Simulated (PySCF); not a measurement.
# AlH2O (SMILES [O][AlH2]): levels of theory compared

Wanted: a comparison of 6 runs (U-r2SCAN/STO-3G, U-wB97X-V/STO-3G, UPBE/STO-3G, USVWN5/STO-3G, UCISD/STO-3G, ROCCSD(T)/STO-3G) of AlH2O. 

The calculation is run with PySCF 2.14.0.

3 further runs of the same task are left out: 1 that didn't finish, 2 set aside as unsound or not needed.

## 1. The system as given

The species is AlH2O (4 atoms), meant as a doublet with charge 0. As SMILES, `[O][AlH2]`. The Al2–H3 distance was set to 2.841 Å, away from the relaxed value. At this shape a bond of the SMILES string is far longer than usual.

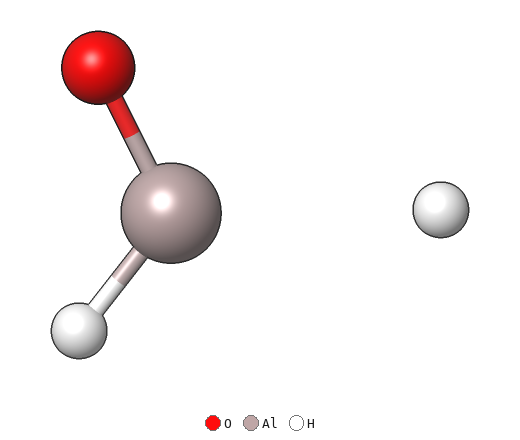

Viewed from a chosen angle; oxygen red, aluminium light grey, hydrogen white.

## 2. A single-point energy at U-r2SCAN/STO-3G (run 1)

The input, input.py:

```python
from pyscf import gto, dft

mol = gto.Mole()
mol.atom = [
    ('O', (0.991292, -0.543750, 2.197856)),
    ('Al', (0.939992, 0.342450, 0.716056)),
    ('H', (-1.149600, -0.360800, -1.076000)),
    ('H', (2.059792, 1.439350, 0.531156)),
]
mol.verbose = 4
mol.max_memory = 1860
mol.charge = 0
mol.basis = 'sto-3g'
mol.spin = 1
mol.build()

mf = dft.UKS(mol)
mf.xc = 'r2scan'
mf.conv_tol = 1e-10
mf.grids.level = 5
mf.kernel()
if not mf.converged:
    mf = mf.newton().run(mf.mo_coeff, mf.mo_occ)

e_tot = mf.e_tot
print('E = %.10f Eh' % e_tot)
```

The run is started by

```console
$ OMP_NUM_THREADS=1 python input.py
```

The log of the run:

```text
PySCF version 2.14.0

[INPUT] num. atoms = 4
[INPUT] num. electrons = 23
[INPUT] charge = 0
[INPUT] spin (= nelec alpha-beta = 2S) = 1
[INPUT] symmetry False subgroup None
[INPUT] Mole.unit = angstrom
[INPUT] Symbol           X                Y                Z      unit          X                Y                Z       unit  Magmom
[INPUT]  1 O      0.991292000000  -0.543750000000   2.197856000000 AA    1.873270389472  -1.027538580232   4.153345901232 Bohr   0.0
[INPUT]  2 Al     0.939992000000   0.342450000000   0.716056000000 AA    1.776327439282   0.647136711357   1.353149729852 Bohr   0.0
[INPUT]  3 H     -1.149600000000  -0.360800000000  -1.076000000000 AA   -2.172429152800  -0.681813185743  -2.033345310032 Bohr   0.0
[INPUT]  4 H      2.059792000000   1.439350000000   0.531156000000 AA    3.892442753570   2.719977297393   1.003739369419 Bohr   0.0

nuclear repulsion = 41.3640264806628
number of shells = 10
number of NR pGTOs = 48
number of NR cGTOs = 16
basis = sto-3g
ecp = {}

[... 37 lines left out ...]
WARN: HOMO -0.213553828247647 >= LUMO -0.213553828247648
[... 86 lines left out ...]
converged SCF energy = -314.615881667494  <S^2> = 1.1861289  2S+1 = 2.3967719
E = -314.6158816675 Eh
```

It took 7.8 s on 1 thread of Arm Neoverse V2, shared host; peak memory 0.2 GiB.

## 3. The energy at U-wB97X-V/STO-3G (run 2)

The input, mol.xyz:

```xyz
4

O      0.991292    -0.543750     2.197856
Al     0.939992     0.342450     0.716056
H     -1.149600    -0.360800    -1.076000
H      2.059792     1.439350     0.531156
```

The input, calc.py:

```python
from pyscf import gto, dft

molecule = gto.Mole()
molecule.atom = 'mol.xyz'
molecule.verbose = 3
molecule.basis = 'sto-3g'
molecule.max_memory = 1860
molecule.spin = 1
molecule.charge = 0
molecule.build()

calc0 = dft.UKS(molecule)
calc0.xc = 'wb97x-v'
calc0.grids.level = 5
calc0.nlcgrids.level = 1
calc0.conv_tol = 1e-10
calc0.kernel()
if not calc0.converged:
    calc0 = calc0.newton().run(calc0.mo_coeff, calc0.mo_occ)

etot = calc0.e_tot
print('E = %.10f Eh' % etot)
```

The run is started by

```console
$ OMP_NUM_THREADS=1 python calc.py
```

The log of the run:

```text
converged SCF energy = -314.563128264397  <S^2> = 0.77297333  2S+1 = 2.0228429
E = -314.5631282644 Eh
```

It took 20 s on 1 thread of Arm Neoverse V2, shared host; peak memory 0.19 GiB.

Runs 3 to 4 aren't shown in full; the table further down has their settings and results.

## 4. A single-point energy at UCISD/STO-3G (run 5)

The input, job.py:

```python
from pyscf import gto, scf, ci

mol = gto.M(
    atom=[
    ('O', (0.991292, -0.543750, 2.197856)),
    ('Al', (0.939992, 0.342450, 0.716056)),
    ('H', (-1.149600, -0.360800, -1.076000)),
    ('H', (2.059792, 1.439350, 0.531156)),
],
    basis='sto-3g',
    verbose=3,
    max_memory=1860,
    spin=1,
    charge=0,
)

hf = scf.UHF(mol)
hf.conv_tol = 1e-10
hf.kernel()
if not hf.converged:
    hf = hf.newton().run(hf.mo_coeff, hf.mo_occ)

cisd = ci.CISD(hf, frozen=6)
cisd.kernel()
e_tot = cisd.e_tot
print(f'total energy: {e_tot:.8f} hartree')
```

The run is started by

```console
$ OMP_NUM_THREADS=1 python job.py
```

The log of the run:

```text
converged SCF energy = -313.754791433117  <S^2> = 0.75621432  2S+1 = 2.0062047
E(UCISD) = -313.9035256764901  E_corr = -0.1487342433735783
total energy: -313.90352568 hartree
```

Run time: 0.72 s. Hardware: 1 thread of Arm Neoverse V2, shared host; peak memory 0.1 GiB.

## 5. The energy at ROCCSD(T)/STO-3G (run 6)

The input, calc.py:

```python
from pyscf import gto, scf, cc

mol = gto.M(
    atom=[
    ('O', (0.991292, -0.543750, 2.197856)),
    ('Al', (0.939992, 0.342450, 0.716056)),
    ('H', (-1.149600, -0.360800, -1.076000)),
    ('H', (2.059792, 1.439350, 0.531156)),
],
    max_memory=1860,
    verbose=4,
    basis='sto-3g',
    spin=1,
    charge=0,
)

mf = scf.ROHF(mol)
mf.conv_tol = 1e-10
mf.kernel()
if not mf.converged:
    mf = mf.newton().run(mf.mo_coeff, mf.mo_occ)

mycc = cc.CCSD(mf, frozen=6)
mycc.kernel()
e_t = mycc.ccsd_t()
energy = mycc.e_tot + e_t
print(f'total energy: {energy:.8f} hartree')
```

The run is started by

```console
$ OMP_NUM_THREADS=1 python calc.py
```

The log of the run:

```text
PySCF version 2.14.0

[INPUT] num. atoms = 4
[INPUT] num. electrons = 23
[INPUT] charge = 0
[INPUT] spin (= nelec alpha-beta = 2S) = 1
[INPUT] symmetry False subgroup None
[INPUT] Mole.unit = angstrom
[INPUT] Symbol           X                Y                Z      unit          X                Y                Z       unit  Magmom
[INPUT]  1 O      0.991292000000  -0.543750000000   2.197856000000 AA    1.873270389472  -1.027538580232   4.153345901232 Bohr   0.0
[INPUT]  2 Al     0.939992000000   0.342450000000   0.716056000000 AA    1.776327439282   0.647136711357   1.353149729852 Bohr   0.0
[INPUT]  3 H     -1.149600000000  -0.360800000000  -1.076000000000 AA   -2.172429152800  -0.681813185743  -2.033345310032 Bohr   0.0
[INPUT]  4 H      2.059792000000   1.439350000000   0.531156000000 AA    3.892442753570   2.719977297393   1.003739369419 Bohr   0.0

nuclear repulsion = 41.3640264806628
number of shells = 10
number of NR pGTOs = 48
number of NR cGTOs = 16
basis = sto-3g
ecp = {}

[... 60 lines left out ...]
converged SCF energy = -313.75502751715
[... 1 line left out ...]
WARN: RCCSD method does not support ROHF method. ROHF object is converted to UHF object and UCCSD method is called.
[... 12 lines left out ...]
Init t2, MP2 energy = -0.113886645721403
[... 35 lines left out ...]
UCCSD converged
[... 2 lines left out ...]
total energy: -313.92542062 hartree
```

Wall time 0.92 s (1 thread of Arm Neoverse V2, shared host); peak memory 0.12 GiB.

## 6. All runs side by side

```
run             level  nlc grid  integration grid  energy (Eh)  dipole moment (D) of the reference  HOMO energy (eV)  LUMO energy (eV)  wall time
  1   U-r2SCAN/STO-3G         –                 5  -314.615882                                1.31             -1.88              0.56      7.8 s
  2  U-wB97X-V/STO-3G         1                 5  -314.563128                                3.07             -4.29              3.55       20 s
  3       UPBE/STO-3G         –                 5  -314.440434                                1.37             -1.59             -0.18      5.7 s
  4     USVWN5/STO-3G         –                 5  -313.006302                                1.57             -1.50             -0.37      2.7 s
  5      UCISD/STO-3G         –                 –  -313.903526                                3.28             -5.00              5.32     0.72 s
  6  ROCCSD(T)/STO-3G         –                 –  -313.925421                                3.28                 –                 –     0.92 s
```

## 7. What came out

```
                                          quantity          value
                               run 6: total energy  -313.92542 Eh
       run 6: dipole moment (Hartree–Fock density)         3.28 D
run 6: correlation energy (6 core orbitals frozen)     -170.4 mEh
                             run 6: (T) correction     -11.92 mEh
          run 6: ⟨S²⟩ of the reference determinant          0.750
                              run 6: T1 diagnostic          0.107
```

In words: Over runs 1, 2, 3, 4 the dipole moment (its size) runs from 1.31 D (U-r2SCAN/STO-3G) to 3.07 D (U-wB97X-V/STO-3G). Totals of different functionals can't be ranked against each other. In run 6 the T1 diagnostic is large, so a single reference may not serve. In runs 1, 2, 3, 4, 5, 6 the basis is minimal, so the values are rough. Spin contamination of the reference: run 1 ⟨S²⟩ = 1.19, run 3 ⟨S²⟩ = 0.98, run 4 ⟨S²⟩ = 0.89. All runs together took 38 s, the longest 20 s.
